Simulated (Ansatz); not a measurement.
# Single-point calculation of Zr3O6 (charge −1)

- system: Zr3O6, charge −1, multiplicity 4
- method: UKS PBE0-D4/def2-TZVPD (Ansatz 0.2.0)

The geometry comes from this level: PBE-D4/def2-SVP.

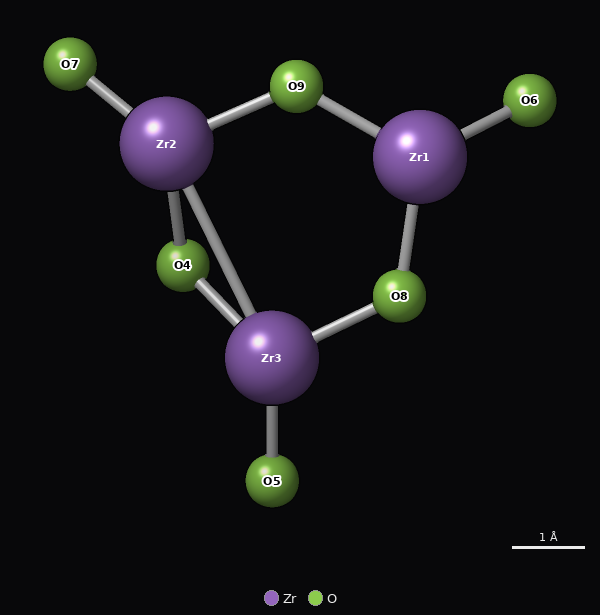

Figure 1. The structure as given in the input (ball-and-stick view, seen on its broad side; atoms are numbered from 1 in the order of the input). Sticks mark near contacts. Bond lengths as drawn: O–Zr 1.81 to 2.01 Å and Zr–Zr 3.32 Å.

## Key numbers

| quantity | value |
| --- | --- |
| outcome | converged |
| total energy | −16127.3420 eV |
| mean-field energy | −16126.9871 eV |
| dispersion energy | −0.3549 eV |
| ⟨S²⟩ | 3.758 |
| SCF solution under orbital rotations | stable |
| HOMO (either spin) | −1.52 eV |
| LUMO (either spin) | −2.41 eV |
| hardware | 4 threads of Intel Xeon @ 2.50GHz, 31 GiB of memory available, shared host |
| wall time | 2.4 min (CPU time 9.4 min) |
| peak memory | 2.1 GiB |

## Input
```yaml
crystal:
  periodic: [false, false, false]
  atoms:
    - {symbol: Zr, position_ang: [0.976423, 1.610026, -0.989573]}
    - {symbol: Zr, position_ang: [0.965261, -1.732834, 0.272937]}
    - {symbol: Zr, position_ang: [-1.954020, -0.217328, -0.188436]}
    - {symbol: O, position_ang: [-0.818757, -1.276330, 1.054898]}
    - {symbol: O, position_ang: [-3.722320, -0.058312, 0.247160]}
    - {symbol: O, position_ang: [1.725919, 3.256401, -0.401487]}
    - {symbol: O, position_ang: [1.960661, -2.969455, 1.135686]}
    - {symbol: O, position_ang: [-0.997077, 1.437186, -0.782193]}
    - {symbol: O, position_ang: [1.863912, -0.049354, -0.348991]}
basis:
  gaussian: {orbitals: def2-TZVPD, initial_orbitals: start.molden}
total_charge: -1
magnetization: {spin_polarized: true, initial_magnetization: 3}
hamiltonian: {xc: pbe0, dispersion: d4}
scf: {omitted_lower_state_checks: [starts]}
output: {orbitals: {seedname: orbitals}}
```

Run as:
```bash
ansatz run in.yaml --threads 4 --pin off --events-out ev --progress --plain --max-ram 6963MiB
```

## Log
```
Functional definition: PBE0
  name "PBE0"
  cite "Adamo & Barone, J. Chem. Phys. 110, 6158 (1999) doi:10.1063/1.478522"
  cite "Perdew, Burke & Ernzerhof, Phys. Rev. Lett. 77, 3865 (1996) doi:10.1103/PhysRevLett.77.3865"
  parent pbe
  parameter a = 0.25
  parameter kappa = 0.804
  parameter beta = 0.06672455060314922
  exchange = (1 - a)*pbe_x(kappa = kappa, mu = beta*pi^2/3) + a*exact_x
  correlation = pbe_c(beta = beta)
these checks for a lower state are left out or cut short: starts
2301 factors; their error is unknown
mean field evaluation 1: about -16120.2406 eV, gradient 1.5e2 eV
mean field evaluation 2: about -16126.1681 eV, gradient 6.4e0 eV
mean field evaluation 4: about -16126.8747 eV, gradient 1.2e0 eV
mean field evaluation 8: about -16126.9870 eV, gradient 8.3e-5 eV
mean field evaluation 16: about -16126.9870 eV, gradient 5.1e-6 eV
mean field -16126.98703608 eV, -592.6558423114 hartree, gradient 5.1e-6 eV, S^2 3.757623; 0 other end points of the search recorded, 0 dependent functions left out
reference -16126.98709052 eV, -592.6558443122 hartree; 44, 41 occupied and 316, 319 virtual orbitals, 2301 factors
Total energy: -16127.34202625 eV, -592.6688879596 hartree
Checks for a lower state left out: starts
```

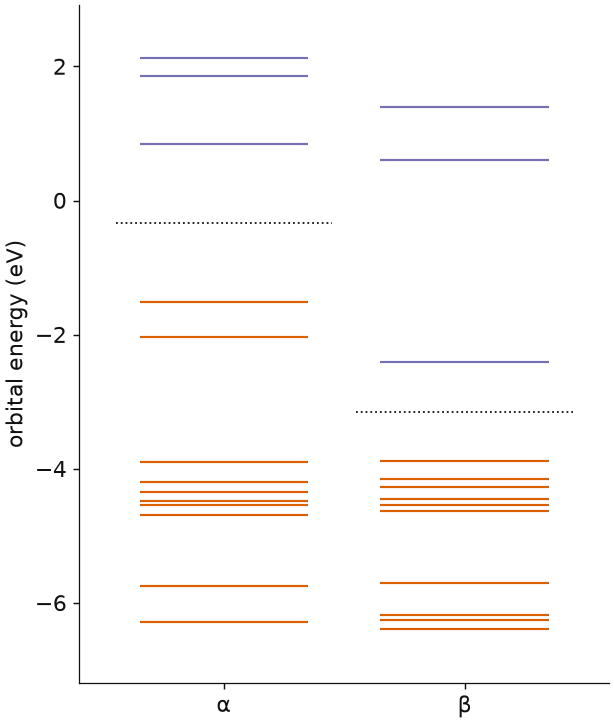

Figure 2. Orbital energies near the frontier for α and β spins; the dotted line parts filled from empty levels, and levels within 0.02 eV of each other stand side by side. α: highest filled −1.52 eV, lowest empty 0.85 eV, 2.37 eV apart; β: highest filled −3.89 eV, lowest empty −2.41 eV, 1.48 eV apart.
